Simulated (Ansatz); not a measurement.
# C2H3ClF2 (1-chloro-1,1-difluoroethane): B3LYP/6-31G(d) (Cartesian functions)

Aim: the vertical singlet–triplet gap of C2H3ClF2 (1-chloro-1,1-difluoroethane) at B3LYP/6-31G* (Cartesian functions), from 2 runs. 

The calculation is run with Ansatz 0.2.0.

55 further runs of the same task are left out: 1 that didn't finish, 54 set aside as unsound or not needed. Runs told in other sessions of the task aren't counted.

## 1. The system as given

The species is C2H3ClF2 (8 atoms), meant as a singlet with charge 0. As SMILES, `CC(F)(F)Cl`. Geometry: relaxed at PBE0-D4/def2-TZVP.

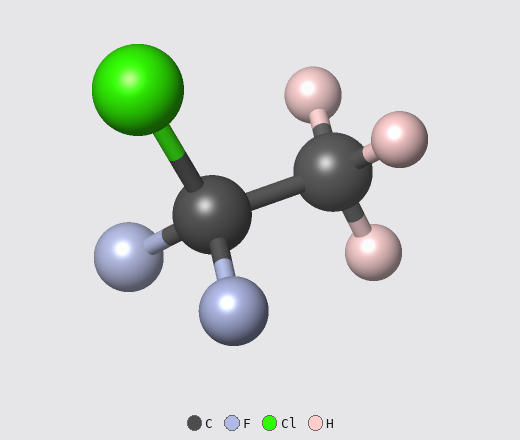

The structure, seen from a chosen angle (carbon dark grey, fluorine light blue, chlorine green, hydrogen pink).

## 2. A single-point energy at B3LYP/6-31G(d) (Cartesian functions)

File run.yaml:

```yaml
crystal:
  periodic: [false, false, false]
  atoms:
    - {symbol: C, position_ang: [-0.591960, -0.305640, 0.477310]}
    - {symbol: C, position_ang: [0.524930, 0.179790, -0.395910]}
    - {symbol: F, position_ang: [1.713900, 0.014330, 0.206290]}
    - {symbol: F, position_ang: [0.571970, -0.511300, -1.546500]}
    - {symbol: Cl, position_ang: [0.352900, 1.905700, -0.801400]}
    - {symbol: H, position_ang: [-0.600880, 0.257090, 1.409000]}
    - {symbol: H, position_ang: [-0.428120, -1.363800, 0.687730]}
    - {symbol: H, position_ang: [-1.542750, -0.176190, -0.036530]}
basis:
  gaussian: {orbitals: "6-31G*"}
hamiltonian: {xc: {name: B3LYP}}
accuracy: high
output: {orbitals: {seedname: orbitals}}
```

On the command line:

```bash
$ ansatz run run.yaml --threads 1 --pin off --max-ram 3480MiB --events-out events.jsonl --progress --plain --runs-dir runs
```

Standard output:

```text
Warning: RAYON_NUM_THREADS=1 ignored (pool sized by the plan → 1); use --threads N
Functional definition: B3LYP
  name "B3LYP"
  parameter a0 = 0.2
  parameter ax = 0.72
  parameter ac = 0.81
  exchange = (1 - a0 - ax)*slater_x + ax*b88_x + a0*exact_x
  correlation = (1 - ac)*vwn_rpa_c + ac*lyp_c
1913 factors; integrals over basis functions are off by at most 3.2e-9 eV
mean field evaluation 1: about -20075.4453 eV, gradient 4.5e1 eV
mean field evaluation 2: about -20074.0402 eV, gradient 5.3e1 eV
mean field evaluation 4: about -20079.1303 eV, gradient 1.6e0 eV
mean field evaluation 8: about -20079.2413 eV, gradient 1.1e-1 eV
mean field evaluation 16: about -20079.2414 eV, gradient 3.0e-5 eV
mean field -20079.24136909 eV, -737.8985101156 hartree, gradient 1.8e-8 eV, S^2 0.000000; 0 other end points of the search recorded, 0 dependent functions left out
reference -20079.24139964 eV, -737.8985112381 hartree; 25, 25 occupied and 60, 60 virtual orbitals, 1913 factors
Total energy: -20079.24139964 eV, -737.8985112381 hartree
```

It took 7.8 s on 1 thread of Arm Neoverse V1, shared host; peak memory 0.28 GiB.

## 3. The triplet at the same level

File in.yaml:

```yaml
basis:
  gaussian:
    orbitals: "6-31G*"
crystal:
  periodic: [false, false, false]
  atoms:
    - {symbol: C, position_ang: [-0.591960, -0.305640, 0.477310]}
    - {symbol: C, position_ang: [0.524930, 0.179790, -0.395910]}
    - {symbol: F, position_ang: [1.713900, 0.014330, 0.206290]}
    - {symbol: F, position_ang: [0.571970, -0.511300, -1.546500]}
    - {symbol: Cl, position_ang: [0.352900, 1.905700, -0.801400]}
    - {symbol: H, position_ang: [-0.600880, 0.257090, 1.409000]}
    - {symbol: H, position_ang: [-0.428120, -1.363800, 0.687730]}
    - {symbol: H, position_ang: [-1.542750, -0.176190, -0.036530]}
magnetization:
  spin_polarized: true
  initial_magnetization: 2
hamiltonian:
  xc: {name: B3LYP}
accuracy: high
output: {orbitals: {seedname: orbitals}}
```

On the command line:

```bash
$ ansatz run in.yaml --threads 1 --pin off --max-ram 3480MiB --events-out events.jsonl --progress --plain --runs-dir runs
```

Standard output (excerpt; [...] marks lines left out):

```text
Warning: RAYON_NUM_THREADS=1 ignored (pool sized by the plan → 1); use --threads N
[... 7 set-up lines as earlier in the session ...]
1913 factors; integrals over basis functions are off by at most 3.4e-9 eV
mean field evaluation 1: about -20067.5866 eV, gradient 3.2e1 eV
mean field evaluation 2: about -20058.4024 eV, gradient 4.9e1 eV
mean field evaluation 4: about -20071.6494 eV, gradient 4.5e0 eV
mean field evaluation 8: about -20071.8971 eV, gradient 9.7e-2 eV
mean field evaluation 16: about -20071.8971 eV, gradient 2.8e-3 eV
mean field evaluation 32: about -20071.9279 eV, gradient 6.0e-7 eV
mean field -20071.92793091 eV, -737.6297462196 hartree, gradient 2.0e-8 eV, S^2 2.003338; 4 other end points of the search recorded, 0 dependent functions left out
reference -20071.92796157 eV, -737.6297473464 hartree; 26, 24 occupied and 59, 61 virtual orbitals, 1913 factors
Total energy: -20071.92796157 eV, -737.6297473464 hartree
```

It took 36 s on 1 thread of Arm Neoverse V1, shared host; peak memory 0.44 GiB.

## 4. Outcome

At B3LYP/6-31G* (Cartesian functions):

```
                                        quantity          value
                           singlet: total energy  -737.89851 Eh
                            singlet: HOMO energy       -8.82 eV
                            singlet: LUMO energy        0.50 eV
                          singlet: HOMO–LUMO gap        9.32 eV
                           triplet: total energy  -737.62975 Eh
     triplet: HOMO energy (highest over α and β)       -1.79 eV
                                   triplet: ⟨S²⟩          2.003
vertical energy of the triplet above the singlet       7.313 eV
```

**Reading.** At this shape the triplet lies 7.31 eV (169 kcal/mol) above the singlet.
